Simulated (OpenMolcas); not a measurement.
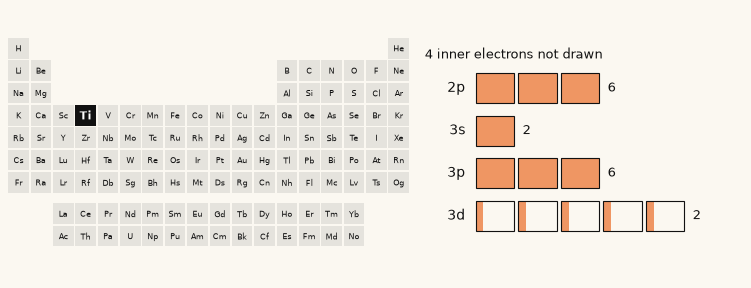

Left, the place of titanium in the periodic table; right, the outer shells of the leading configuration of the lowest level: a box for each of the 2l + 1 orbitals, shaded by the share of the shell that is filled, with the electron count at the right.

Ti²⁺ complex: multiconfigurational calculation

Ti²⁺ with 4 ligands (Cl; tetrahedron, 2.49 Å), neutralised by 4 outer point charges of +0.5 e, whose field is part of the energies. Computed at this level: state-averaged CASSCF, active space 2 electrons in the shell 3d, basis ANO-RCC-VDZP on the metal and ANO-RCC-VDZP on the ligands, DKH2 scalar Hamiltonian, spin-orbit coupling by RASSI with atomic mean-field integrals (OpenMolcas).

### Summary

- outcome: converged
- energy of the lowest spin-free term: −2697.26906 hartree
- energy of the lowest spin-orbit level: −2697.26910 hartree
- largest spread among components of a term: 0.0 cm⁻¹
- hardware: 1 thread of Arm Neoverse V1, 24 GiB of memory available, shared host
- wall time: 23 s
- peak memory: 0.18 GiB

### Remarks

Without dynamic correlation the splittings between terms come out too large, often by 20 to 50 %. Caveats: distances are set from ionic radii, not optimised.

### The input
```
&GATEWAY
Coord
5

Ti 0.0 0.0 0.0
Cl 1.437602 1.437602 1.437602
Cl 1.437602 -1.437602 -1.437602
Cl -1.437602 1.437602 -1.437602
Cl -1.437602 -1.437602 1.437602
Basis=Ti.ANO-RCC-VDZP,Cl.ANO-RCC-VDZP
Group=NoSym
NoMove
AngMom=0.0 0.0 0.0
AMFI
RICD
XField
4 Angstrom 0
3.054183 3.054183 3.054183 0.500000
3.054183 -3.054183 -3.054183 0.500000
-3.054183 3.054183 -3.054183 0.500000
-3.054183 -3.054183 3.054183 0.500000
&SEWARD
&RASSCF
FileOrb=start.orb
Symmetry=1
Spin=3
nActEl=2 0 0
Inactive=45
Ras2=5
CIRoot=10 10 1
SDav=10
CIMx=300
Iter=150 100
PrWF=0.3
OrbListing=Nothing
MaxOrb=0
LevShft=1.0
>>> COPY $Project.JobIph JOB001
&RASSCF
FileOrb=start.orb
Symmetry=1
Spin=1
nActEl=2 0 0
Inactive=45
Ras2=5
CIRoot=15 15 1
SDav=15
CIMx=300
Iter=150 100
PrWF=0.3
OrbListing=Nothing
MaxOrb=0
LevShft=1.0
>>> COPY $Project.JobIph JOB002
&RASSI
NrOfJobIphs=2 10 15
1 2 3 4 5 6 7 8 9 10
1 2 3 4 5 6 7 8 9 10 11 12 13 14 15
IphNames
JOB001
JOB002
EJob
SpinOrbit
DIPRint=1.0
SOCoupling=1000.0
Subsets=2
Property=9
'ANGMOM' 1 'ANGMOM' 2 'ANGMOM' 3 'MLTPL  1' 1 'MLTPL  1' 2 'MLTPL  1' 3
'AMFI' 1 'AMFI' 2 'AMFI' 3
SOProperty=3
'ANGMOM' 1 'ANGMOM' 2 'ANGMOM' 3
```

The file start.orb holds starting orbitals from an earlier step. A driver script formed the levels outside the program, from RASSI's spin-orbit matrix and the active-space energies, averaged over the components of each term or state.

Launched with:
```bash
OMP_NUM_THREADS=1 MOLCAS_MEM=2457 MOLCAS_PROJECT=a pymolcas a.inp > a.log  # once for each step of the input, in one work folder
```

### The program's output (extracts)
```
--- SEWARD ---
Basis set label: TI.ANO-RCC...5S4P2D1F.

      Electronic valence basis set:
      ------------------
      Associated Effective Charge  22.000000 au
      Associated Actual Charge     22.000000 au
      Nuclear Model: Point charge

      Shell  nPrim  nBasis  Cartesian Spherical Contaminant
         s      21       5        X
         p      15       4        X
         d      10       2                 X
         f       6       1                 X
                  Relativistic Douglas-Kroll-Hess integrals:
                    - DKH order of Hamiltonian: 2
                    - DKH order of Properties : 0
                  Atomic mean-field integrals
--- RASSCF ---
Wave function specifications:
      -----------------------------

      Number of closed shell electrons          90
      Number of electrons in active shells       2
      Max number of holes in RAS1 space          0
      Max nr of electrons in RAS3 space          0
      Number of inactive orbitals               45
      Number of active orbitals                  5
      Number of secondary orbitals              56
      Spin quantum number                      1.0
      State symmetry                             1
Orbital specifications:
      -----------------------

      Symmetry species                           1
                                                 a
      Frozen orbitals                            0
      Inactive orbitals                         45
      Active orbitals                            5
      RAS1 orbitals                              0
      RAS2 orbitals                              5
      RAS3 orbitals                              0
      Secondary orbitals                        56
      Deleted orbitals                           0
      Number of basis functions                106
      Number of CSFs                            10
      Number of root(s) required                10
      Iter CI   SX   CI       RASSCF       Energy    max ROT     max BLB   max BLB  Level Ln srch  Step   QN
          iter iter root      energy       change     param      element    value   shift minimum  type update
 Nr of preliminary CI iterations:   1
      Total energies have been shifted. Add                -2000.00 au
        1   1   10    0  -696.99013808    0.00E+00  -4.02E-02   32  90 1 -1.17E-01*  0.87   0.00    SX    NO
        2   1   10    0  -697.19065295   -2.01E-01* -1.33E-02   27  83 1 -3.93E-02*  0.93   0.00    SX    NO
        3   1    9    0  -697.22452856   -3.39E-02* -9.69E-03   32  47 1  1.68E-02*  0.95   0.00    SX    NO
        4   1    9    0  -697.23228707   -7.76E-03* -7.17E-03   32  47 1  1.05E-02*  0.96   0.00    SX    NO
        5   1    8    0  -697.23474973   -2.46E-03* -9.83E-03   32  47 1  6.74E-03*  0.96   2.48    LS   YES
        6   1    8    0  -697.23611626   -1.37E-03*  4.21E-03   14  72 1  2.98E-03*  0.96   1.08    QN   YES
        7   1    8    0  -697.23632058   -2.04E-04*  3.86E-03    7  68 1 -1.96E-03*  0.96   1.94    LS   YES
        8   1    8    0  -697.23638308   -6.25E-05* -1.06E-03   39  98 1 -2.09E-03*  0.96   1.02    QN   YES
        9   1    7    0  -697.23640312   -2.00E-05* -5.66E-04   12  71 1 -9.38E-04*  0.96   1.53    LS   YES
       10   1    7    0  -697.23640585   -2.73E-06* -8.89E-04    8  69 1  4.68E-04*  0.96   1.00    QN   YES
       11   1    7    0  -697.23640848   -2.63E-06* -7.70E-04    7  68 1  1.67E-04*  0.96   1.87    LS   YES
       12   1    7    0  -697.23640891   -4.29E-07* -8.67E-05   39  98 1  2.81E-04*  0.96   0.75    QN   YES
       13   1    6    0  -697.23640926   -3.52E-07* -6.82E-05   12  71 1  1.06E-04*  0.96   1.79    LS   YES
       14   1    6    0  -697.23640934   -8.42E-08* -2.21E-04    5  70 1 -9.13E-05   0.96   0.99    QN   YES
       15   1    5    0  -697.23640940   -6.06E-08* -1.00E-04    5  70 1 -2.84E-05   0.96   1.46    QN   YES
       16   1    5    0  -697.23640941   -9.98E-09   1.10E-05   45  54 1  5.72E-06   0.96   1.34    QN   YES
      Convergence after 16 iterations
       17   1    5    0  -697.23640942   -1.10E-09   1.10E-05    5  70 1  4.97E-06   0.96   1.34    QN   YES
      Natural orbitals and occupation numbers for root  1
      sym 1:  -0.000000  -0.000000   1.000000   0.000000   1.000000
      Natural orbitals and occupation numbers for root  2
      sym 1:   0.271205  -0.000000   0.271205   0.728795   0.728795
      Natural orbitals and occupation numbers for root  3
      sym 1:   0.297970   0.702030   0.297970  -0.000000   0.702030
::    RASSCF root number  1 Total energy:  -2697.26905553
::    RASSCF root number  2 Total energy:  -2697.25543187
::    RASSCF root number  3 Total energy:  -2697.25543187
::    RASSCF root number  4 Total energy:  -2697.25543187
::    RASSCF root number  5 Total energy:  -2697.24542788
::    RASSCF root number  6 Total energy:  -2697.24542788
::    RASSCF root number  7 Total energy:  -2697.24542788
::    RASSCF root number  8 Total energy:  -2697.19748645
::    RASSCF root number  9 Total energy:  -2697.19748645
::    RASSCF root number 10 Total energy:  -2697.19748645
--- RASSCF ---
Wave function specifications:
      -----------------------------

      Number of closed shell electrons          90
      Number of electrons in active shells       2
      Max number of holes in RAS1 space          0
      Max nr of electrons in RAS3 space          0
      Number of inactive orbitals               45
      Number of active orbitals                  5
      Number of secondary orbitals              56
      Spin quantum number                      0.0
      State symmetry                             1
Orbital specifications:
      -----------------------

      Symmetry species                           1
                                                 a
      Frozen orbitals                            0
      Inactive orbitals                         45
      Active orbitals                            5
      RAS1 orbitals                              0
      RAS2 orbitals                              5
      RAS3 orbitals                              0
      Secondary orbitals                        56
      Deleted orbitals                           0
      Number of basis functions                106
      Number of CSFs                            15
      Number of root(s) required                15
      Iter CI   SX   CI       RASSCF       Energy    max ROT     max BLB   max BLB  Level Ln srch  Step   QN
          iter iter root      energy       change     param      element    value   shift minimum  type update
 Nr of preliminary CI iterations:   1
      Total energies have been shifted. Add                -2000.00 au
        1   1    9    0  -697.18262832    0.00E+00  -9.71E-03   50  59 1 -6.31E-03*  0.97   0.00    SX    NO
        2   1    8    0  -697.18325367   -6.25E-04*  4.57E-03   28  68 1 -4.37E-03*  0.96   0.00    SX    NO
        3   1    8    0  -697.18345718   -2.04E-04*  2.72E-03   28  68 1 -2.19E-03*  0.96   0.00    SX    NO
        4   1    8    0  -697.18353906   -8.19E-05*  1.63E-03   36  49 1  1.22E-03*  0.96   0.00    SX    NO
        5   1    8    0  -697.18357447   -3.54E-05*  2.41E-03   36  49 1  8.97E-04*  0.96   2.50    LS   YES
        6   1    7    0  -697.18360102   -2.66E-05* -1.27E-03   36  49 1  4.18E-04*  0.95   1.38    QN   YES
        7   1    7    0  -697.18360477   -3.75E-06* -6.15E-04   28  68 1  1.77E-04*  0.95   1.28    QN   YES
        8   1    7    0  -697.18360564   -8.63E-07* -4.11E-04   26  67 1  9.54E-05   0.95   1.67    LS   YES
        9   1    6    0  -697.18360580   -1.62E-07* -1.92E-04   34  67 1  8.52E-05   0.95   0.99    QN   YES
       10   1    6    0  -697.18360596   -1.61E-07* -1.03E-04   38  50 1 -3.70E-05   0.95   1.54    LS   YES
       11   1    6    0  -697.18360598   -2.20E-08*  4.50E-05   28  68 1 -3.27E-05   0.95   1.00    QN   YES
       12   1    5    0  -697.18360599   -1.23E-08*  6.15E-05   26  67 1 -1.65E-05   0.95   2.42    QN   YES
       13   1    4    0  -697.18360600   -6.50E-09   2.07E-06   34  67 1 -8.39E-06   0.95   1.04    QN   YES
      Convergence after 13 iterations
       14   1    4    0  -697.18360600   -2.12E-10   2.07E-06   34  67 1 -5.12E-06   0.95   1.04    QN   YES
      Natural orbitals and occupation numbers for root  1
      sym 1:   0.001691   0.147858   0.866262   0.117926   0.866262
      Natural orbitals and occupation numbers for root  2
      sym 1:   0.176626   0.030459   0.866262   0.060391   0.866262
      Natural orbitals and occupation numbers for root  3
      sym 1:   0.622107   0.231189   0.732273   0.375009   0.039422
::    RASSCF root number  1 Total energy:  -2697.21662528
::    RASSCF root number  2 Total energy:  -2697.21662528
::    RASSCF root number  3 Total energy:  -2697.20475155
::    RASSCF root number  4 Total energy:  -2697.20475155
::    RASSCF root number  5 Total energy:  -2697.20475155
::    RASSCF root number  6 Total energy:  -2697.18805120
::    RASSCF root number  7 Total energy:  -2697.18515902
::    RASSCF root number  8 Total energy:  -2697.18515902
::    RASSCF root number  9 Total energy:  -2697.18515902
::    RASSCF root number 10 Total energy:  -2697.17982739
::    RASSCF root number 11 Total energy:  -2697.17982739
::    RASSCF root number 12 Total energy:  -2697.17494340
::    RASSCF root number 13 Total energy:  -2697.17494340
::    RASSCF root number 14 Total energy:  -2697.17494340
::    RASSCF root number 15 Total energy:  -2697.07857157
--- RASSI ---
SPIN-FREE ENERGIES:
  (Shifted by EMIN (a.u.) =      -2697.2690555313)

 SF State       Relative EMIN(au)   Rel lowest level(eV)    D:o, cm**(-1)

     1             0.0000000000        0.0000000000              0.0000
     2             0.0136236603        0.3707186822           2990.0478
     3             0.0136236603        0.3707186822           2990.0478
     4             0.0136236603        0.3707186822           2990.0478
     5             0.0236276487        0.6429410760           5185.6695
     6             0.0236276487        0.6429410760           5185.6695
     7             0.0236276487        0.6429410760           5185.6695
    11             0.0524302514        1.4266998212          11507.1101
    12             0.0524302514        1.4266998212          11507.1101
    13             0.0643039858        1.7498005958          14113.0936
    14             0.0643039858        1.7498005958          14113.0936
    15             0.0643039858        1.7498005958          14113.0936
    10             0.0715690785        1.9474938376          15707.5971
     8             0.0715690785        1.9474938376          15707.5971
     9             0.0715690785        1.9474938376          15707.5971
    16             0.0810043319        2.2042401633          17778.3959
    17             0.0838965107        2.2829403583          18413.1558
    18             0.0838965107        2.2829403583          18413.1558
    19             0.0838965107        2.2829403583          18413.1558
    20             0.0892281397        2.4280213742          19583.3131
    21             0.0892281397        2.4280213742          19583.3131
    22             0.0941121329        2.5609215989          20655.2257
    23             0.0941121329        2.5609215989          20655.2257
    24             0.0941121329        2.5609215989          20655.2257
    25             0.1904839607        5.1833326272          41806.3970
     Dipole printing threshold changed to   1.00000000E+00

++ Dipole transition strengths (spin-free states):
   -----------------------------------------------
     for osc. strength at least  1.00000000E+00

  ( Max oscillator strength is only    5.4333976732951080E-004 )
--
Eigenvalues of complex Hamiltonian:
   -----------------------------------
  (Shifted by EMIN (a.u.) =      -2697.2690555313)

 SO State       Relative EMIN(au)   Rel lowest level(eV)    D:o, cm**(-1)

     1            -0.0000449892        0.0000000000              0.0000
     2            -0.0000449892        0.0000000000              0.0000
     3            -0.0000449892        0.0000000000              0.0000
     4             0.0134115467        0.3661709985           2953.3683
     5             0.0135280200        0.3693403959           2978.9312
     6             0.0135280200        0.3693403958           2978.9312
     7             0.0135280200        0.3693403958           2978.9312
     8             0.0136457442        0.3725438346           3004.7687
     9             0.0136457442        0.3725438346           3004.7687
    10             0.0137061069        0.3741863893           3018.0168
    11             0.0137061069        0.3741863893           3018.0168
    12             0.0137061069        0.3741863893           3018.0168
    13             0.0232893533        0.6349598086           5121.2962
    14             0.0232893533        0.6349598086           5121.2962
    15             0.0232893533        0.6349598087           5121.2962
    16             0.0233297478        0.6360589977           5130.1618
    17             0.0233297478        0.6360589977           5130.1618
    18             0.0240065161        0.6544748014           5278.6953
    19             0.0240065161        0.6544748014           5278.6953
    20             0.0240065161        0.6544748014           5278.6953
    21             0.0243413100        0.6635850092           5352.1740
    22             0.0524261468        1.4278123510          11516.0833
    23             0.0524261468        1.4278123510          11516.0833
    24             0.0642496344        1.7495458373          14111.0388
    25             0.0642496344        1.7495458373          14111.0388
    26             0.0642496344        1.7495458373          14111.0388
    27             0.0710503425        1.9346025328          15603.6217
    28             0.0713160723        1.9418334080          15661.9427
    29             0.0713160723        1.9418334080          15661.9427
    30             0.0713160723        1.9418334080          15661.9427
    31             0.0718417994        1.9561391727          15777.3264
    32             0.0718417994        1.9561391727          15777.3264
    33             0.0718850808        1.9573169174          15786.8256
    34             0.0718850808        1.9573169174          15786.8256
    35             0.0718850808        1.9573169174          15786.8256
    36             0.0810095897        2.2056074538          17789.4238
    37             0.0839003165        2.2842681380          18423.8650
    38             0.0839003165        2.2842681380          18423.8650
    39             0.0839003165        2.2842681380          18423.8650
    40             0.0892353404        2.4294415342          19594.7674
    41             0.0892353404        2.4294415342          19594.7674
Weights of the five most important spin-orbit-free states for each spin-orbit state.

 SO State  Total energy (au)           Spin-free states, spin, and weights
 -------------------------------------------------------------------------------------------------------
    1        -0.000045       1 1.0  0.9969    3 1.0  0.0014    2 1.0  0.0012    4 1.0  0.0004   13 0.0  0.0001
    2        -0.000045       1 1.0  0.9969    2 1.0  0.0015    4 1.0  0.0014    3 1.0  0.0002   15 0.0  0.0000
    3        -0.000045       1 1.0  0.9969    3 1.0  0.0015    4 1.0  0.0013    2 1.0  0.0003   14 0.0  0.0000
    4         0.013412       2 1.0  0.3333    3 1.0  0.3333    4 1.0  0.3333    6 1.0  0.0000    1 1.0  0.0000
    5         0.013528       4 1.0  0.4944    3 1.0  0.4707    2 1.0  0.0292    1 1.0  0.0030    7 1.0  0.0010
    6         0.013528       2 1.0  0.4803    4 1.0  0.4213    3 1.0  0.0928    1 1.0  0.0030    7 1.0  0.0012
    7         0.013528       2 1.0  0.4849    3 1.0  0.4309    4 1.0  0.0787    1 1.0  0.0030    5 1.0  0.0015
    8         0.013646       3 1.0  0.4270    4 1.0  0.3755    2 1.0  0.1895    7 1.0  0.0034    5 1.0  0.0024
    9         0.013646       2 1.0  0.4719    4 1.0  0.2859    3 1.0  0.2344    6 1.0  0.0033    5 1.0  0.0027
   10         0.013706       4 1.0  0.5836    3 1.0  0.3199    2 1.0  0.0943    6 1.0  0.0010    7 1.0  0.0009
   11         0.013706       2 1.0  0.4387    3 1.0  0.3217    4 1.0  0.2373    5 1.0  0.0009    6 1.0  0.0009
   12         0.013706       2 1.0  0.4647    3 1.0  0.3562    4 1.0  0.1769    5 1.0  0.0009    7 1.0  0.0009
```

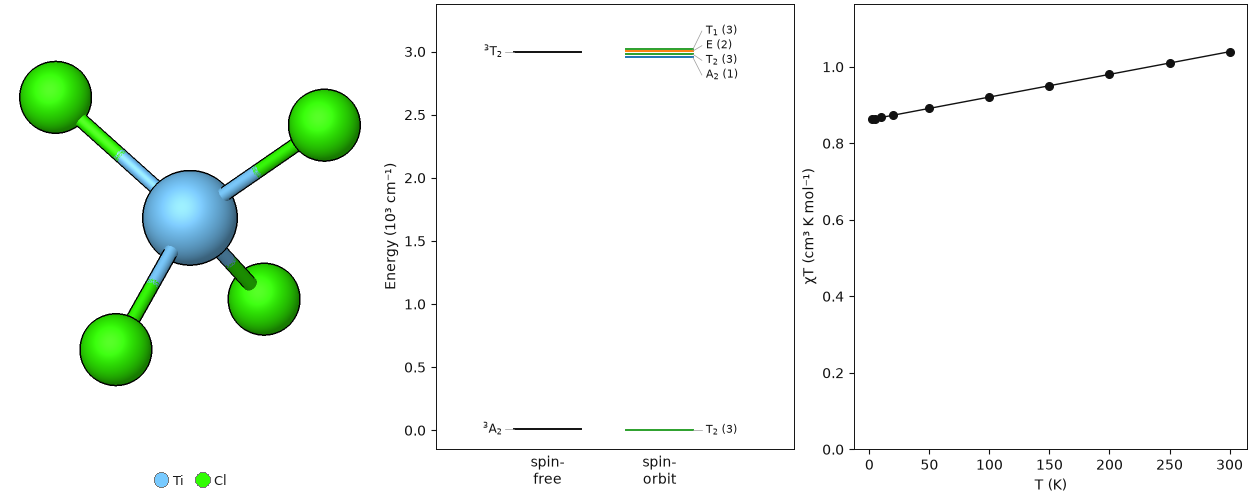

Ti²⁺ (3d²) with 4 ligands, Cl⁻, at 2.49 Å (arrangement: tetrahedron, Td), neutralised by outer point charges of +0.5 e, and its levels and susceptibility. Labels give the representation in O, Td, D4 or D3 as the site allows (double group for half-integer spin) where it could be assigned and, in brackets, the degeneracy; spin-free states, where drawn, share the zero of the spin-orbit levels. Powder susceptibility by Van Vleck's formula. The ground level is T₂, 3-fold degenerate, 100 % from states of spin multiplicity 3. The next level lies at 2,950 cm⁻¹ (A₂). The lowest spin-free state is ³A₂, from the free-ion F term; of the same spin there follows at 2,990 cm⁻¹ (³T₂) above it. χT is 0.863 cm³ K mol⁻¹ at 2 K and 1.04 at 300 K, an effective moment of 2.88 μB. The active orbitals hold 93 to 97 % metal character (Löwdin), and the Mulliken charge of the metal is +1.36.
